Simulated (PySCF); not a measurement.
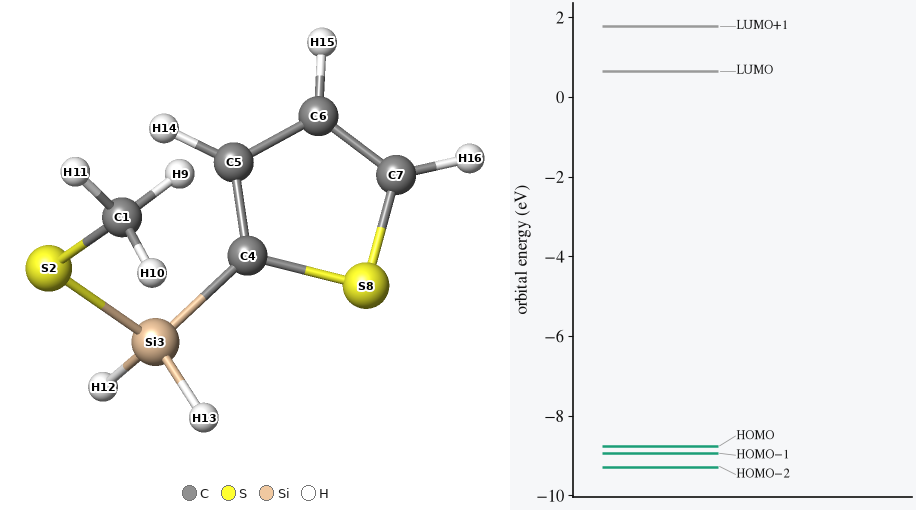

C₅H₈S₂Si, SMILES CS[SiH2]c1cccs1. Kohn-Sham orbital energies near the frontier, ωB97X-D/def2-SVPD in PySCF 2.14.0, at a PBE0-D3(BJ)/def2-SVP geometry (no frequency check), isolated molecule; empty levels in grey, levels within 0.03 eV side by side.

Where do the frontier orbitals lie?

HOMO at −8.76 eV, LUMO at 0.66 eV, 9.42 eV apart.

How does −ε(HOMO) compare with the ΔSCF vertical ionisation energy at this level?

−ε(HOMO) is 8.76 eV, the ΔSCF value 8.83 eV; the orbital energy is 0.08 eV too shallow.

Known limits of this run: one conformer of a flexible molecule; empty levels above zero depend strongly on the basis.
